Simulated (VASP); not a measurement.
Band structure of CuZn (space group Pm-3m). Method: PBE GGA, VASP's PBE PAW potentials (set 64) (plane waves; VASP).

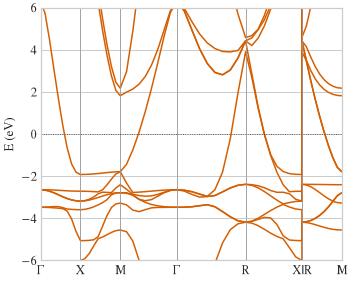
Bands along high-symmetry lines, zero at the valence-band maximum or, without a gap, the Fermi level

Q: Read the plot: is there a gap, and where are the band edges?

A: It has no gap at this level: it comes out as a metal or semimetal.

The structure is a typed CuZn crystal (Pm-3m). The cell was not relaxed at this level. The electron count is odd and the run is not spin-polarised, which forces a metal.
